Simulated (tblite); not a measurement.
# Saddle-point search, with input and output: C8H7N

C8H7N, computed with GFN2-xTB saddle search (eigenvector following) and harmonic vibrations, gas phase (tblite 0.8.0).

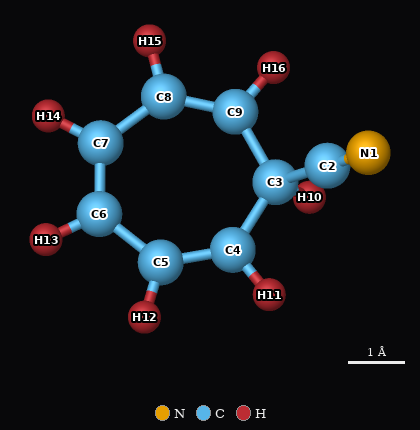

*The structure as given in the input (ball-and-stick view, seen at a tilt; atoms are numbered from 1 in the order of the input).*

Bond lengths as drawn: C–C 1.33 to 1.51 Å, C–H 1.08 to 1.11 Å and C–N 1.14 Å.

Input:
```
{"job": {"xc": "GFN2-xTB", "basis": "xTB", "kind": "saddle"}, "charge": 0, "multiplicity": 1}
N     -3.417188     0.116520    -0.938258
C     -2.473657     0.010959    -0.302044
C     -1.272166    -0.124202     0.508218
C     -0.533743    -1.350020     0.025971
C      0.730960    -1.516905    -0.352860
C      1.809089    -0.558916    -0.453421
C      1.779186     0.758401    -0.208971
C      0.665344     1.567276     0.233250
C     -0.584884     1.220233     0.528836
H     -1.632062    -0.332535     1.533022
H     -1.179574    -2.221166     0.009219
H      1.015551    -2.523785    -0.634809
H      2.749179    -0.983976    -0.781563
H      2.695594     1.314418    -0.360768
H      0.909274     2.616838     0.348028
H     -1.260901     2.006860     0.846150
```

The first line tells a small driver script what to run in tblite; the rest is the geometry in Å.

Launched with:
```bash
OMP_NUM_THREADS=1 python <driver script> task.json out
```

Output:
```
step      E/eV     max force
  0    -639.51256   0.0266
  1    -639.51472   0.0454
  2    -639.51473   0.0014
lowest wavenumbers (cm-1): -63.8 125.9 172.6 242.3 345.8 368.6
```

Trajectory as extended XYZ (Å, eV, eV/Å), 3 frames, from step=0 to step=2:
```
16
Properties=species:S:1:pos:R:3:forces:R:3 step=0 energy=-639.51256
N    -3.4172    0.1165   -0.9383    0.0190   0.0050  -0.0180
C    -2.4737    0.0110   -0.3020    0.0190  -0.0020   0.0090
C    -1.2722   -0.1242    0.5082    0.0050  -0.0030   0.0110
C    -0.5337   -1.3500    0.0260    0.0000  -0.0040   0.0090
C     0.7310   -1.5169   -0.3529   -0.0070   0.0020  -0.0130
C     1.8091   -0.5589   -0.4534   -0.0040   0.0010   0.0020
C     1.7792    0.7584   -0.2090   -0.0040   0.0030  -0.0090
C     0.6653    1.5673    0.2333    0.0000   0.0010   0.0030
C    -0.5849    1.2202    0.5288   -0.0010  -0.0010   0.0000
H    -1.6321   -0.3325    1.5330    0.0040  -0.0010   0.0100
H    -1.1796   -2.2212    0.0092   -0.0050  -0.0010   0.0140
H     1.0156   -2.5238   -0.6348   -0.0080   0.0040  -0.0190
H     2.7492   -0.9840   -0.7816   -0.0050  -0.0010   0.0020
H     2.6956    1.3144   -0.3608    0.0030  -0.0030   0.0180
H     0.9093    2.6168    0.3480   -0.0110   0.0050  -0.0180
H    -1.2609    2.0069    0.8462   -0.0050  -0.0050  -0.0010
16
Properties=species:S:1:pos:R:3:forces:R:3 step=1 energy=-639.51472
N    -3.3912    0.1143   -0.9468    0.0370  -0.0040   0.0260
C    -2.4639    0.0057   -0.2871   -0.0350   0.0040  -0.0250
C    -1.2666   -0.1276    0.5292    0.0030   0.0020  -0.0010
C    -0.5349   -1.3518    0.0329    0.0110  -0.0030  -0.0040
C     0.7229   -1.5143   -0.3702   -0.0060  -0.0020   0.0010
C     1.8053   -0.5591   -0.4519   -0.0010   0.0000   0.0000
C     1.7788    0.7566   -0.1982    0.0030   0.0030   0.0000
C     0.6606    1.5701    0.2245    0.0030   0.0060   0.0000
C    -0.5867    1.2209    0.5290   -0.0010   0.0020   0.0010
H    -1.6184   -0.3328    1.5568    0.0010   0.0000  -0.0010
H    -1.1841   -2.2206    0.0134    0.0000   0.0000   0.0000
H     1.0004   -2.5157   -0.6784   -0.0040   0.0110   0.0030
H     2.7482   -0.9866   -0.7686   -0.0020   0.0000   0.0010
H     2.7022    1.3076   -0.3262   -0.0080  -0.0040   0.0010
H     0.8966    2.6243    0.3127   -0.0020  -0.0110  -0.0010
H    -1.2692    2.0089    0.8289    0.0020  -0.0050  -0.0010
16
Properties=species:S:1:pos:R:3:forces:R:3 step=2 energy=-639.51473
N    -3.3907    0.1144   -0.9471    0.0010   0.0000  -0.0010
C    -2.4635    0.0059   -0.2877   -0.0010   0.0000   0.0010
C    -1.2665   -0.1275    0.5289    0.0000   0.0000   0.0000
C    -0.5348   -1.3518    0.0331    0.0000   0.0000   0.0000
C     0.7228   -1.5141   -0.3700    0.0000   0.0000   0.0000
C     1.8052   -0.5590   -0.4522    0.0000   0.0000   0.0000
C     1.7786    0.7567   -0.1985    0.0000   0.0000   0.0000
C     0.6606    1.5700    0.2246    0.0000   0.0000   0.0000
C    -0.5866    1.2208    0.5292    0.0000   0.0000   0.0000
H    -1.6188   -0.3327    1.5563    0.0000   0.0000   0.0000
H    -1.1839   -2.2206    0.0140    0.0000   0.0000   0.0000
H     1.0003   -2.5153   -0.6777    0.0000   0.0000   0.0000
H     2.7479   -0.9867   -0.7690    0.0000   0.0000   0.0000
H     2.7016    1.3077   -0.3267    0.0000   0.0000   0.0000
H     0.8967    2.6238    0.3132    0.0000   0.0000   0.0000
H    -1.2691    2.0085    0.8295    0.0000   0.0000   0.0000
```

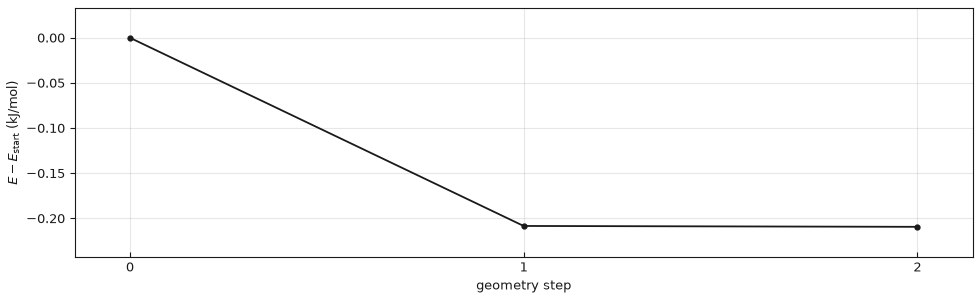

*Progress of the saddle-point search, step by step (steps are counted from 0).*

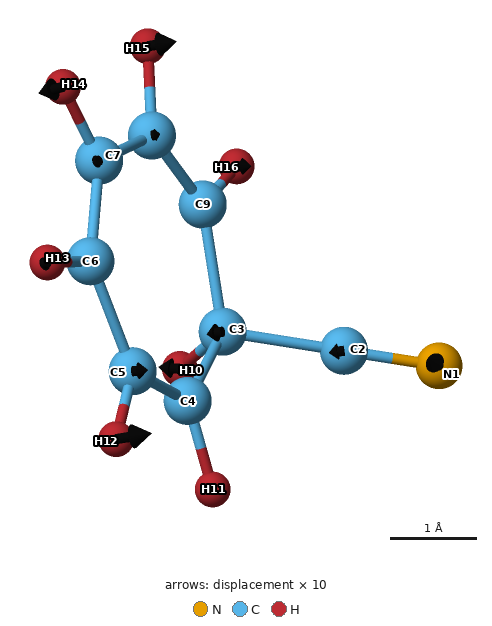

*The starting structure with the displacements as black arrows, magnified 10 times (ball-and-stick view, seen at a tilt). The two geometries are laid on each other by the best rigid fit.*

H12 moves most after the best rigid fit: 0.046 Å. Largest moves by element: H 0.046 Å, N 0.028 Å, C 0.022 Å. The energy falls by 0.21 kJ/mol in 2 geometry steps. The largest force component goes from 0.019 to 0.001 eV/Å. (Atoms are counted from 1 in the order of the input.)

Results in brief:

```csv
quantity,value
outcome,converged
total energy,−639.5147 eV
point group,Cs
hardware,"1 CPU thread, shared host"
wall time,2.9 s
peak memory,0.19 GiB
```
